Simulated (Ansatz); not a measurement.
## A ladder of methods for GaSiH3F2 (SMILES [F][Ga]([F])[SiH3])

The species is GaSiH3F2 (7 atoms), meant as a singlet with charge 0. As SMILES, `[F][Ga]([F])[SiH3]`. Geometry: optimised at B3LYP/def2-SVP.

```xyz
7

F     0.3434   -1.7279    2.0531
Ga    0.7535   -0.8791    0.5692
F     2.3171   -1.4175   -0.0267
Si   -0.6395    0.7657   -0.4894
H     0.1891    1.6022   -1.3995
H    -1.2749    1.6090    0.5602
H    -1.6886    0.0477   -1.2670
```

Each level gives the dissociation energy of the Si4–Ga2 bond into doublet SiH3 and doublet GaF2 (shapes relaxed at B3LYP/def2-SVP, no zero-point term) (eV). The values are calculated.

| level | kind | program | value (eV) | less CCSD(T)/def2-SVP | CPU time (all runs) |
| --- | --- | --- | --- | --- | --- |
| HF/def2-SVP | Hartree–Fock | Ansatz | 2.36 | -0.71 | 2.1 s |
| PBE/def2-SVP | GGA | Ansatz | 3.07 | 0.00 | 4 s |
| r2SCAN/def2-SVP | meta-GGA | Ansatz | 3.03 | -0.04 | 10 s |
| B3LYP/def2-SVP | global hybrid | Ansatz | 3.02 | -0.05 | 5.9 s |
| wB97M-V/def2-SVP | range-separated hybrid | Ansatz | 3.28 | +0.21 | 27 s |
| MP2/def2-SVP | perturbation theory | Ansatz | 3.05 | -0.02 | 2.5 s |
| CCSD(T)/def2-SVP | coupled cluster or CI | Ansatz | 3.07 | 0.00 | 15 s |

Differences are taken from CCSD(T)/def2-SVP for orientation; it has basis-set and higher-order errors of its own. All-electron rows without a relativistic Hamiltonian named are non-relativistic. The values span 2.36 to 3.28 eV. Hartree–Fock misses the correlation of the electron pair that is broken and comes out low. Measured bond enthalpies also hold zero-point and thermal terms, a few tenths of an eV less. In the correlated wave-function rows the outer d shell of Ga is correlated, in sets not made for it. In so small a basis fixed costs decide the times, and correlated methods can beat functionals. CPU times are rough (shared hosts, several kinds of processor and program).

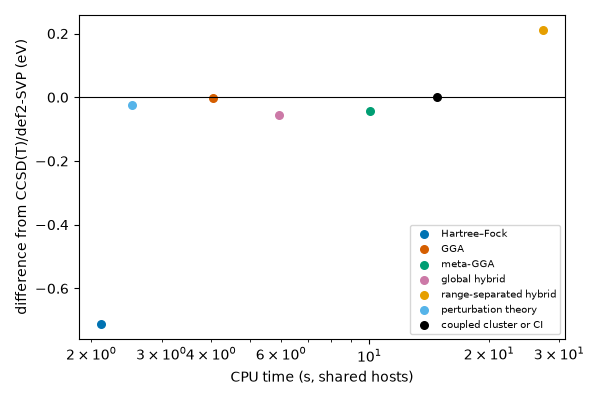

Difference from CCSD(T)/def2-SVP against processor time, one point a level.
